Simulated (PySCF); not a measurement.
## A study: Cl$_{2}$H$_{2}$Sn, SMILES `Cl[SnH2]Cl`

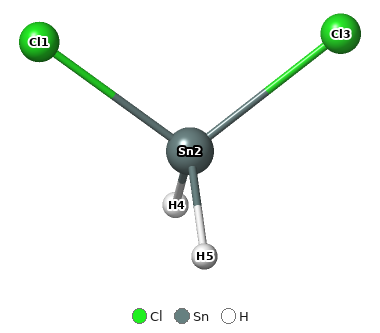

The molecule, with its atoms numbered as below. No frequency check shows the geometry to be a minimum.

Cartesian coordinates (Å):

```
Cl1      1.8181    0.8639    0.0000
Sn2     -0.0000   -0.5274    0.0000
Cl3     -1.8180    0.8640    0.0000
H4       0.0001   -1.5023    1.4031
H5      -0.0001   -1.5023   -1.4031
```

### 1. Bonding charge

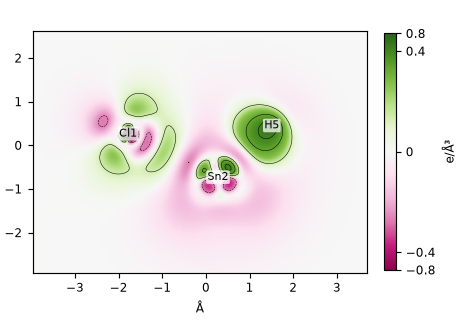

Deformation density (molecule less spherical, spin-averaged free atoms) in the plane of Cl1, Sn2 and H5; colour scale in e/Å³, logarithmic beyond ±0.1; green: gain, pink: loss.

Computed with PySCF, B3LYP/def2-SVPD, geometry: GFN2-xTB. Core potentials replace the inner electrons of Sn; spin–orbit coupling isn't included.

How much density has each bond in this plane gained at its critical point, relative to the free atoms?

Answer. Sn2–H5: +0.19 e/Å³ at the bond critical point (bond length 1.71 Å). Cl1–Sn2: +0.01 e/Å³ at the bond critical point (bond length 2.29 Å). In all, 1.1 electrons gather in the regions of gain relative to the promolecule. A small or negative value marks a very polar bond, one between electron-rich atoms, whose free-atom densities already overlap strongly, a long bond to a heavier atom, or a closed-shell contact such as a hydrogen bond.

### 2. Bond critical points

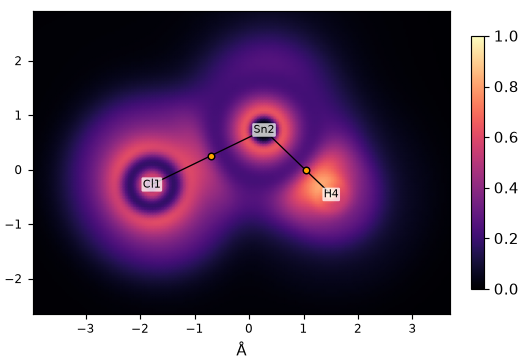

Localised orbital locator (LOL) in the plane of Cl1, Sn2 and H4, with bond paths and bond critical points (dots).

What values does LOL take at the bond critical points in this plane?

Answer. Sn2–H4: about 0.49; Cl1–Sn2: about 0.37. Values above 0.5 mark slow, localised electrons, as in shared pairs; low values at a critical point mark a polar or closed-shell contact whose critical point lies between the shells.

Where along Sn2–H4 does the critical point lie?

Answer. 1.07 Å from Sn2 and 0.64 Å from H4.

### 3. Local ionisation energy

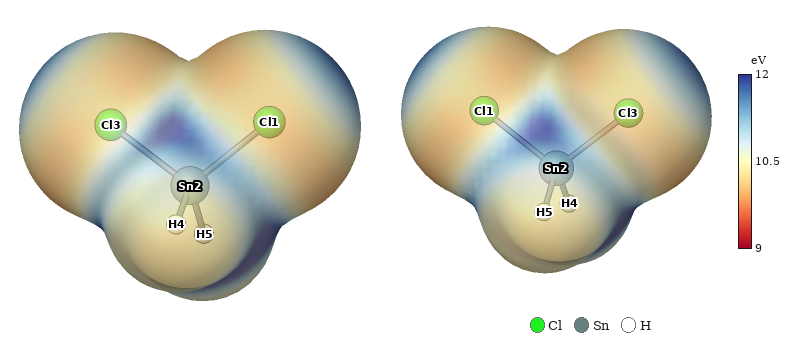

Average local ionisation energy on the surface of electron density 0.001 a.u. (back view left, front view right).

Where are the most loosely bound electrons on this surface?

Answer. The lowest value is 10.0 eV, 2.2 Å from Cl3, and at like points elsewhere. For comparison, the highest occupied orbital lies at −8.7 eV.

What volume does the surface enclose, and what is the dipole moment?

Answer. About 113 Å³; the dipole moment is 2.3 D.

### 4. In an electric field

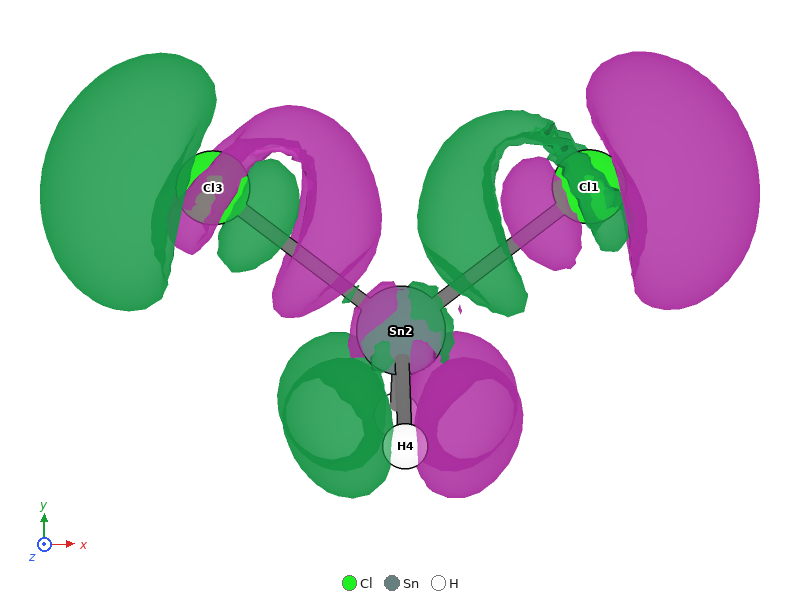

Change of the electron density in a uniform field of 0.21 V/Å, surfaces at ±0.0015 e/Å³ (green: gain, purple: loss).

PySCF calculation, B3LYP/def2-SVPD, gas phase; geometry: GFN2-xTB. Core potentials replace the inner electrons of Sn; spin–orbit coupling isn't included.

Along which Cartesian direction does the field point?

Answer. Along +x: electrons gather on the −x side, against the field.

What dipole is induced, and what polarisability does it imply?

Answer. The induced dipole is 0.77 D (along the field); α along this axis, from the fields in both directions, is 76 bohr³ (11.3 Å³).

Which atoms gain and lose the most charge?

Answer. Electrons gather most on Cl3 (Hirshfeld charge changes by −0.022 e) and leave Cl1 most (+0.022 e); 0.058 electrons are displaced in all.

### 5. Removing or adding an electron

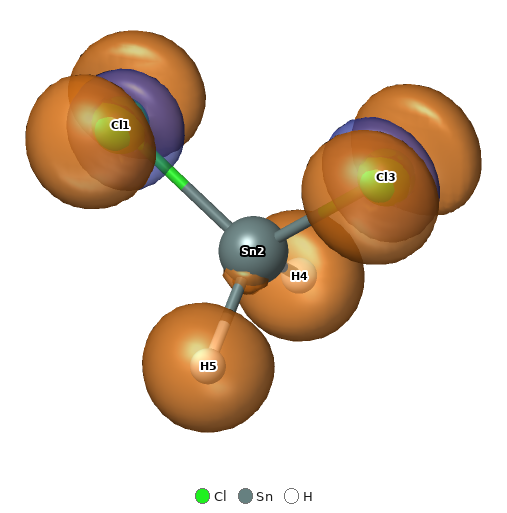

Fukui function f⁻ = ρ(N) − ρ(N−1) at fixed geometry, surfaces at ±0.02 e/Å³ (orange positive, blue negative).

Level of theory: B3LYP/def2-SVPD (PySCF), at a geometry from GFN2-xTB. Core potentials replace the inner electrons of Sn; spin–orbit coupling isn't included.

On which atoms does the density change most on removal of an electron?

Answer. f⁻ (Hirshfeld-condensed) is largest on Cl1 and Cl3 (0.29 each) and Sn2 (0.17); the vertical ionisation energy is 10.93 eV. Condensed values hint at sites of electrophilic attack but needn't mark the atom that reacts. Orbital relaxation makes it negative in places (0.08 e in all).

| atom | f⁻ | charge |
| --- | --- | --- |
| Cl1 | +0.29 | −0.19 |
| Sn2 | +0.17 | +0.52 |
| Cl3 | +0.29 | −0.19 |
| H4 | +0.13 | −0.07 |
| H5 | +0.13 | −0.07 |
